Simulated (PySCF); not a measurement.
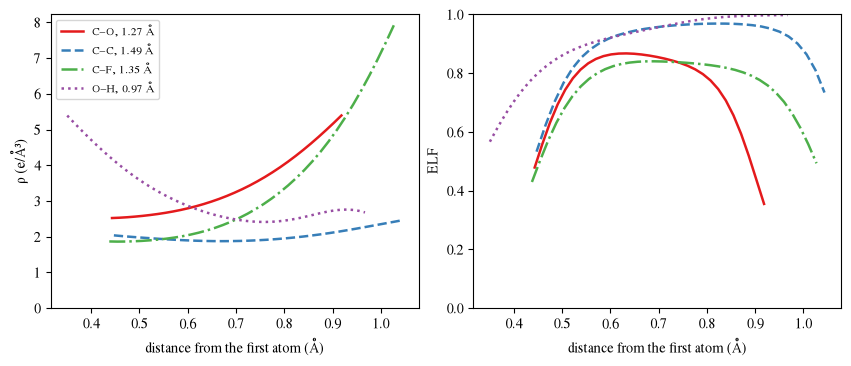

The picture shows: C₂HF₃O₂ (charge −1, doublet). Total electron density and ELF along straight lines between neighbouring atoms. The curves leave out the atomic cores.

Geometry: PBE0-D3(BJ)/ma-def2-SVP.

All numbers below come from DFT single point, gas phase, functional PBE0 (PySCF).

Input

```
{"job": {"kind": "sp", "xc": "PBE0", "basis": "ma-def2-TZVP", "d3": "d3bj", "grid": 2}, "charge": -1, "multiplicity": 2}
O      0.366697     0.980556    -1.431644
C      0.528551     0.376888    -0.329857
O      1.389585    -0.750876    -0.304380
C     -0.635049     0.139697     0.571286
F     -1.347127     1.263326     0.781541
F     -1.577660    -0.777538     0.116765
F     -0.289882    -0.339914     1.791234
H      1.583594    -0.873473    -1.243954
```

Launched as:

```sh
OMP_NUM_THREADS=1 python redox_run.py task.json out
```

Q: What can be read from the curves?

A: C–O (1.27 Å): ρ at the midpoint is about 2.9 e/Å³; the ELF peaks at about 0.85 between the atoms; a polar covalent bond.
C–C (1.49 Å): the density is about 1.9 e/Å³ at the midpoint; the ELF peaks at about 0.95 between the atoms (a covalent bond).
C–F (1.35 Å): the density is about 2.3 e/Å³ at the midpoint, with its minimum of 1.9 e/Å³ about 0.5 Å from C; the ELF peaks at about 0.85 between the atoms (a polar covalent bond).
O–H (0.97 Å): ρ at the midpoint is about 3.7 e/Å³; the ELF climbs to about 1 towards the hydrogen, as it does in any bond to H (a covalent bond by its length).
